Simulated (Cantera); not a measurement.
Feed: 1 mol SiH4, 1.2 mol H2, held at 1330 Pa.

Method: chemical equilibrium by Gibbs-energy minimisation in Cantera with the NASA 1993 tables (ideal gas, pure condensed phases). Candidate condensed phases: Si; 9 gas species. Gases not in the tables: Si2H6 and higher silanes. Kinetics and transport are ignored.

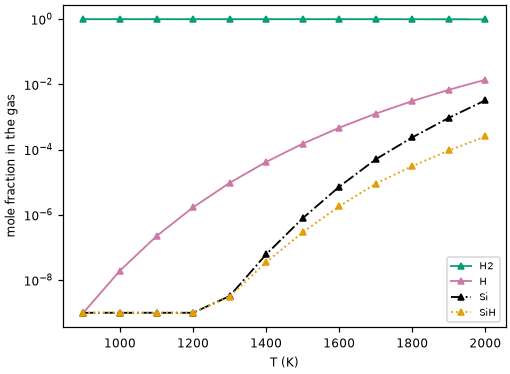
Figure. Equilibrium gas composition (values under 1e-9 drawn at 1e-9)

From 900 K to 1600 K the condensed part is Si(s). From 1700 K to 2000 K the condensed part is Si(l).
